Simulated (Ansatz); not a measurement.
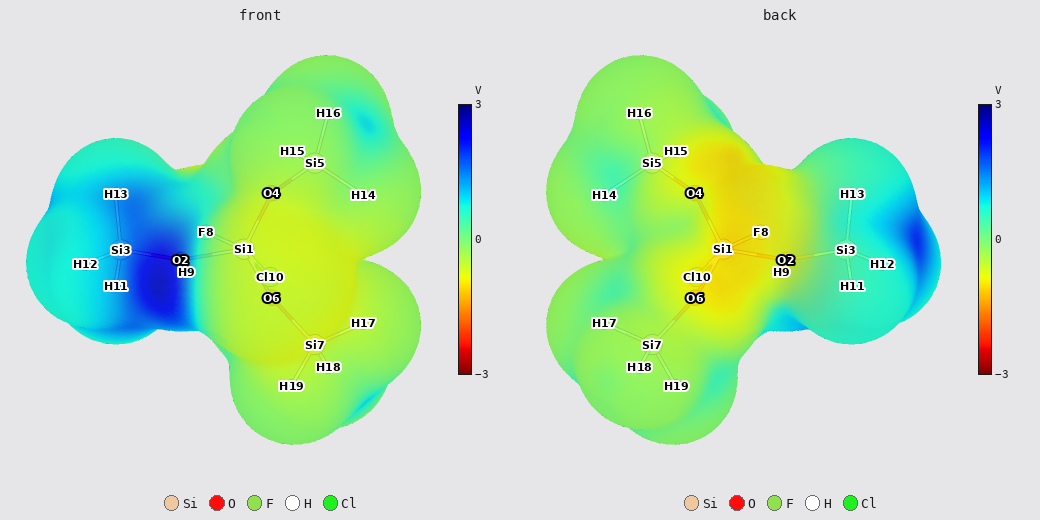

ClFH₁₀O₃Si₄. The electrostatic potential painted on the density surface at 0.001 e/bohr³, seen from the front and from behind; the colour scale runs from red (negative) to blue (positive).

The product side of a reaction path; geometry: PBE0-D4/def2-TZVP.

Level of theory: RKS PBE0-D4/def2-TZVPP in Ansatz 0.2.0.

Input

```
crystal:
  periodic: [false, false, false]
  atoms:
    - {symbol: Si, position_ang: [0.269997, 0.002652, 0.225230]}
    - {symbol: O, position_ang: [0.643211, -0.990147, -1.252122]}
    - {symbol: Si, position_ang: [2.132177, -1.823734, -1.527549]}
    - {symbol: O, position_ang: [0.573861, 1.586273, 0.194111]}
    - {symbol: Si, position_ang: [-0.174677, 3.014924, -0.144079]}
    - {symbol: O, position_ang: [-0.471192, -0.705980, 1.470071]}
    - {symbol: Si, position_ang: [-1.986068, -0.957903, 2.067871]}
    - {symbol: F, position_ang: [1.795375, -0.465827, 0.632939]}
    - {symbol: H, position_ang: [-0.117904, -0.982571, -1.861581]}
    - {symbol: Cl, position_ang: [-1.690201, 0.237310, -0.958786]}
    - {symbol: H, position_ang: [2.304521, -2.857317, -0.495151]}
    - {symbol: H, position_ang: [1.864685, -2.438580, -2.849877]}
    - {symbol: H, position_ang: [3.224670, -0.842854, -1.618024]}
    - {symbol: H, position_ang: [-1.475445, 3.118595, 0.559366]}
    - {symbol: H, position_ang: [-0.366153, 3.169864, -1.606412]}
    - {symbol: H, position_ang: [0.737549, 4.078372, 0.344462]}
    - {symbol: H, position_ang: [-2.757307, 0.306795, 2.124982]}
    - {symbol: H, position_ang: [-1.799168, -1.485325, 3.442147]}
    - {symbol: H, position_ang: [-2.707530, -1.964748, 1.252505]}
basis:
  gaussian: {orbitals: def2-TZVPP}
hamiltonian: {xc: pbe0, dispersion: d4}
output: {orbitals: {seedname: orbitals}}
```

Command:

```sh
ansatz run in.yaml --threads 4 --pin off --events-out ev --progress --plain --max-ram 46080MiB --backend cuda --devices 0, --max-vram 37GiB
```

Q: Describe the electrostatic potential map.

A: The most negative region (about −1.1 V) lies over O4, O6 and F8, the most positive (about +2.4 V) over H9.
